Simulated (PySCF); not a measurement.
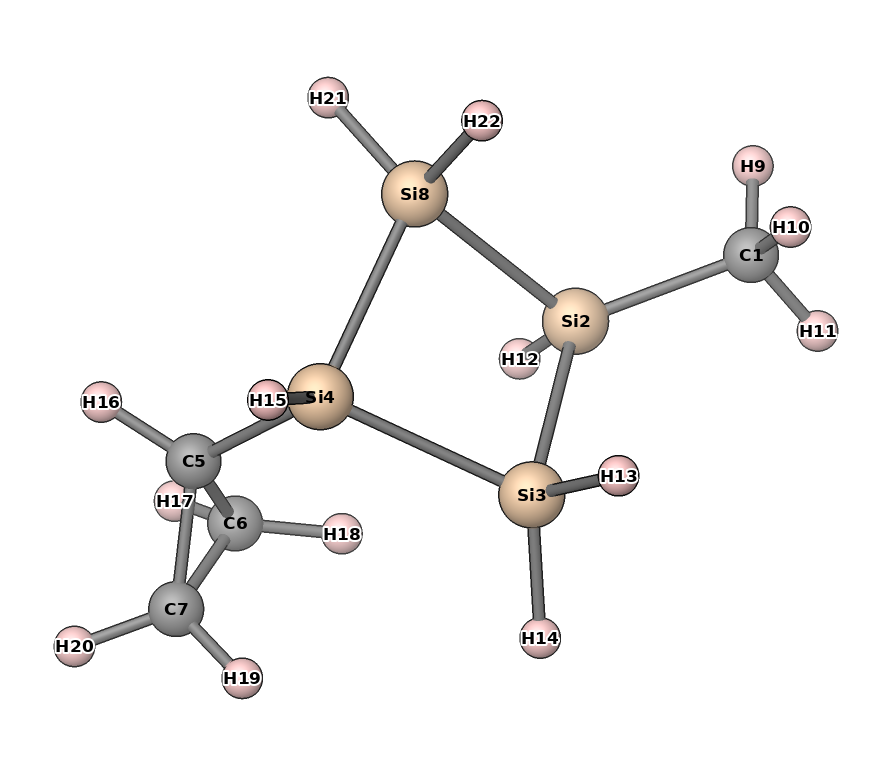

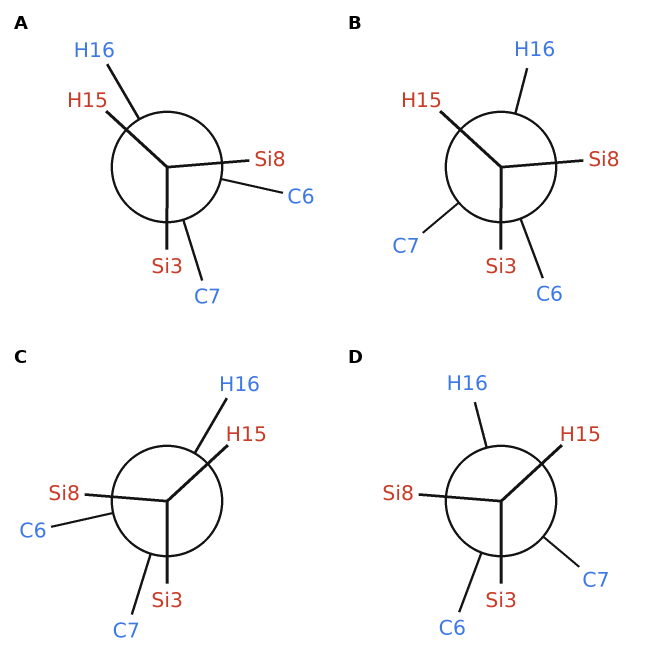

Depth is shown by fading: the farther an atom, the more it takes the colour of the background. Bonds that would overlap in a projection are set slightly apart. The geometry was computed by an optimisation with PBE0-D3(BJ)/def2-SVP. No frequency run is at hand to confirm it as a minimum.

**Which Newman projection shows the view along Si4–C5, with Si4 in front?**

B. The torsion angle Si3–Si4–C5–C6 is −21°, synperiplanar.
